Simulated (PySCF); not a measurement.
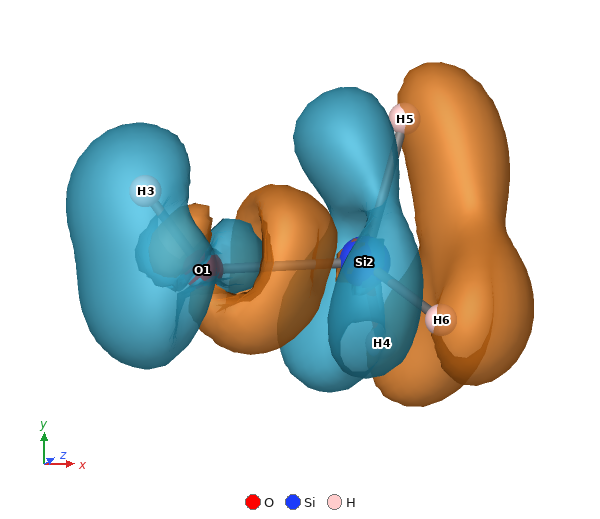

H₄OSi, SMILES `O[SiH3]`. Change of the electron density in a uniform field of 0.21 V/Å, surfaces at ±0.0015 e/Å³ (light blue: gain, orange: loss).

Method: PBE0/def2-TZVP; geometry: GFN2-xTB; program: PySCF. No frequency check shows the geometry to be a minimum. A basis without diffuse functions makes polarisabilities too small.

Geometry (Å), atoms numbered from 1:

```
O1      -1.0895   -0.1134   -0.0011
Si2      0.5324    0.0112    0.0000
H3      -1.6683    0.6415    0.0047
H4       1.0041   -0.6299   -1.2224
H5       0.9246    1.4215    0.0298
H6       1.0019   -0.6826    1.1959
```

### Along which Cartesian direction does the field point?

Along +x: electrons gather on the −x side, against the field.

### What dipole is induced, and what polarisability does it imply?

The induced dipole is 0.30 D (along the field); α along this axis, from the fields in both directions, is 29 bohr³ (4.3 Å³).

### Which atoms gain and lose the most charge?

Electrons gather most on O1 (Hirshfeld charge changes by −0.007 e) and leave H4 and H6 alike most (+0.003 e); 0.032 electrons are displaced in all.
